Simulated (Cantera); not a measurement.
Feed: 1 mol TiO2, 1.8 mol C, 1.3 mol H2, at 75.0 Torr.

Equilibrium computed with Cantera from the NASA thermochemical tables; the gas is ideal and each condensed phase is pure. Candidate condensed phases: C, C6H6, C7H8, C8H18, H2O, Ti, TiC, TiO, TiO2, Ti2O3, Ti3O5, Ti4O7; 113 gas species. Mutual solubility and eutectic melting of coexisting phases are not modelled. TiC, TiO: taken at fixed stoichiometry. Condensed phases not in the tables: solid solutions among these carbides, nitrides and lower oxides. Equilibrium is a limit: real reactors are often held back by kinetics, nucleation or transport.

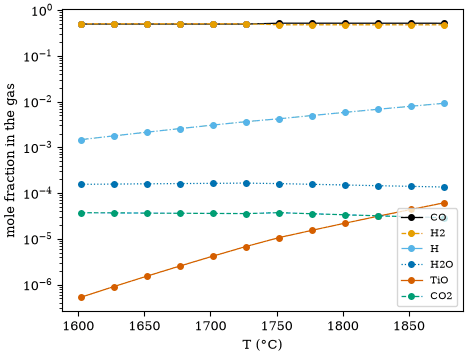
Fig. 1. Equilibrium gas composition (values under 1e-9 drawn at 1e-9)

From 1602 °C to 1727 °C the condensed part is TiC(s) + Ti2O3(s). From 1752 °C to 1877 °C the condensed part is TiC(s) + TiO(l). The main Ti-bearing gas is TiO throughout.
